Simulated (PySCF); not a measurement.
## NMR shielding calculation of C3H8O2Si

C3H8O2Si, computed with GIAO BLYP/pcSseg-1 NMR shielding, non-relativistic, gas phase (PySCF 2.14.0).

The geometry comes from this level: PBE0-D3(BJ)/def2-SVP. Figures and captions count atoms from 1; the log counts them from 0 in places.

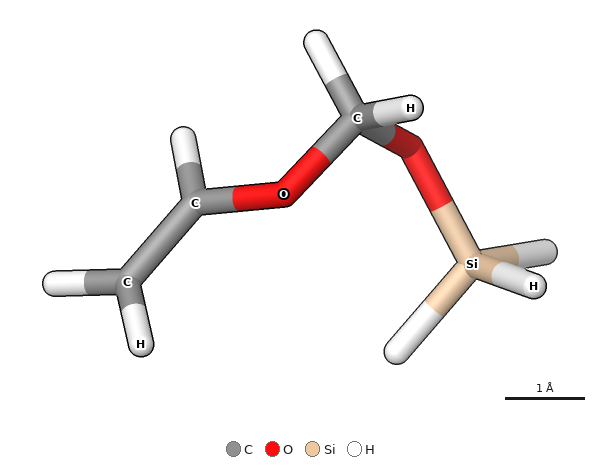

**Figure 1.** The structure (stick view, seen at a tilt). Bond lengths as drawn: C–C 1.33 Å, C–H 1.09 to 1.11 Å, C–O 1.36 to 1.40 Å, H–Si 1.49 to 1.50 Å and O–Si 1.68 Å.

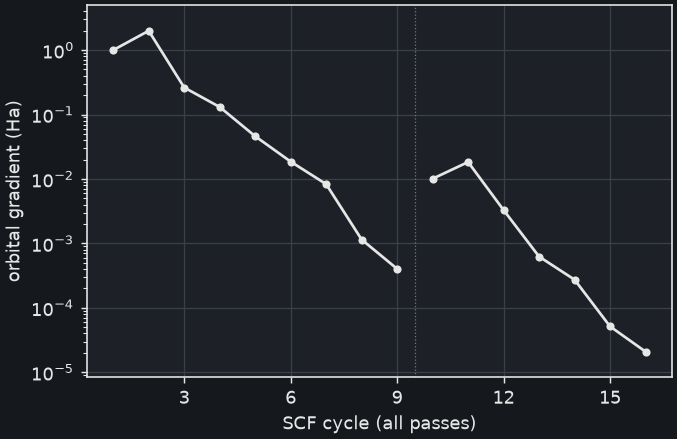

**Figure 2.** Convergence of the self-consistent field: orbital gradient against the SCF cycle. The dotted line marks the change from a coarse to the final integration grid. The first 9 cycles use a coarse grid, the final grid takes over at cycle 10, and the field converges after 16 cycles in all.

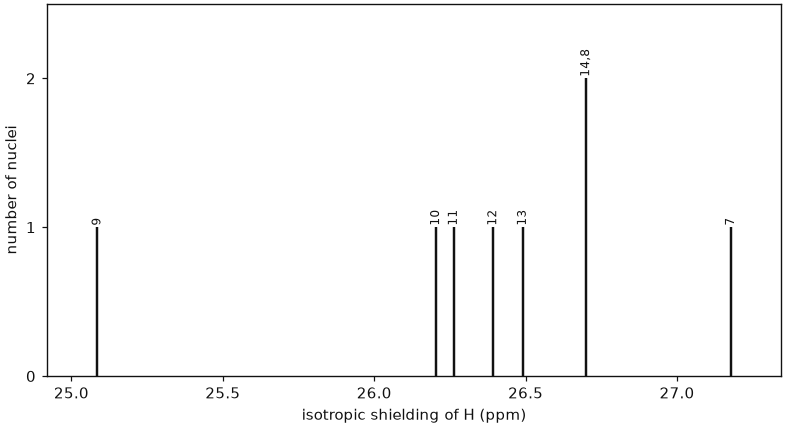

**Figure 3.** Isotropic shieldings of the hydrogen nuclei in this fixed geometry, labelled by atom number; shielding grows to the right, so chemical shift grows to the left. The least shielded is H9 (25.1 ppm), the most shielded H7 (27.2 ppm).

The input and output of the run follow.

**The input**
```
{"job": {"kind": "nmr", "xc": "BLYP", "basis": "pcSseg-1", "pop": false}, "charge": 0, "multiplicity": 1}
C     -2.356517    -0.703504     0.172997
C     -1.547879     0.291115    -0.185361
O     -0.626489     0.821605     0.657931
C      0.295216     1.704187     0.087618
O      1.241672     1.055091    -0.685622
Si     2.137362    -0.248279    -0.112616
H     -3.102201    -1.075948    -0.529153
H     -2.291217    -1.151119     1.166770
H     -1.585211     0.749676    -1.182172
H      0.757874     2.228742     0.941652
H     -0.219518     2.436348    -0.560596
H      1.336707    -1.505522    -0.095465
H      2.631820     0.050397     1.266845
H      3.277796    -0.388617    -1.056754
```

The first line tells a small driver script what to run in PySCF; the rest is the geometry in Å.

Launch command:
```bash
OMP_NUM_THREADS=1 python <driver script> task.json out
```

**The program's output**
```
coarse grid: 12016 points
cycle   1  E = -558.6790790477  dE =  6.225e-01  |g| = 1.000e+00  |ddm| = 3.303e+00
cycle   2  E = -558.0876491217  dE =  5.914e-01  |g| = 1.991e+00  |ddm| = 2.538e+00
cycle   3  E = -558.8448750659  dE = -7.572e-01  |g| = 2.623e-01  |ddm| = 2.081e+00
cycle   4  E = -558.8562327652  dE = -1.136e-02  |g| = 1.308e-01  |ddm| = 3.031e-01
cycle   5  E = -558.8594107909  dE = -3.178e-03  |g| = 4.603e-02  |ddm| = 1.122e-01
cycle   6  E = -558.8598395116  dE = -4.287e-04  |g| = 1.859e-02  |ddm| = 4.424e-02
cycle   7  E = -558.8599134611  dE = -7.395e-05  |g| = 8.310e-03  |ddm| = 1.890e-02
cycle   8  E = -558.8599282337  dE = -1.477e-05  |g| = 1.147e-03  |ddm| = 6.349e-03
cycle   9  E = -558.8599284993  dE = -2.656e-07  |g| = 4.027e-04  |ddm| = 1.236e-03
final grid: 110944 points
cycle  10  E = -558.9403701135  dE = -2.796e-05  |g| = 1.008e-02  |ddm| = 2.230e-02
cycle  11  E = -558.9403252966  dE =  4.482e-05  |g| = 1.831e-02  |ddm| = 1.648e-02
cycle  12  E = -558.9403878571  dE = -6.256e-05  |g| = 3.289e-03  |ddm| = 1.216e-02
cycle  13  E = -558.9403904429  dE = -2.586e-06  |g| = 6.242e-04  |ddm| = 3.090e-03
cycle  14  E = -558.9403905132  dE = -7.034e-08  |g| = 2.735e-04  |ddm| = 6.394e-04
cycle  15  E = -558.9403905316  dE = -1.842e-08  |g| = 5.148e-05  |ddm| = 2.271e-04
cycle  16  E = -558.9403905321  dE = -4.320e-10  |g| = 2.089e-05  |ddm| = 5.351e-05
converged SCF energy = -558.9403905321

GIAO shielding tensors (ppm)
atom      isotropic    diamagn.    paramagn.     s11        s22        s33       span
  0 C       81.802     254.754    -172.952    -16.053    108.658    152.802    168.855
  1 C       17.478     254.861    -237.383    -81.874     54.250     80.059    161.933
  2 O      139.635     400.265    -260.630     68.645    105.296    244.963    176.319
  3 C       76.314     241.590    -165.276     54.730     75.252     98.959     44.228
  4 O      249.730     398.318    -148.588    174.238    243.114    331.838    157.600
  5 Si     360.524     880.126    -519.602    316.872    320.212    444.488    127.615
  6 H       27.178      29.320      -2.143     25.125     26.273     30.135      5.011
  7 H       26.718      31.779      -5.061     24.107     25.568     30.480      6.373
  8 H       25.086      32.035      -6.949     23.119     24.029     28.110      4.991
  9 H       26.204      29.092      -2.889     22.097     26.393     30.121      8.023
 10 H       26.262      28.434      -2.172     22.050     26.229     30.509      8.459
 11 H       26.392      31.257      -4.865     22.812     25.934     30.431      7.619
 12 H       26.490      29.772      -3.282     24.226     24.367     30.878      6.653
 13 H       26.680      29.002      -2.322     23.637     24.999     31.404      7.767
```

**Summary**

| quantity | value |
| --- | --- |
| outcome | converged |
| total energy | −558.940391 hartree |
| HOMO | −5.50 eV |
| LUMO | −0.33 eV |
| dipole moment | 0.60 D |
| isotropic shielding, C | 17.5 to 81.8 ppm |
| isotropic shielding, O | 139.6 to 249.7 ppm |
| isotropic shielding, Si | 360.5 ppm |
| isotropic shielding, H | 25.1 to 27.2 ppm |
| hardware | 1 CPU thread, shared host |
| wall time | 21 s |
| peak memory | 0.81 GiB |
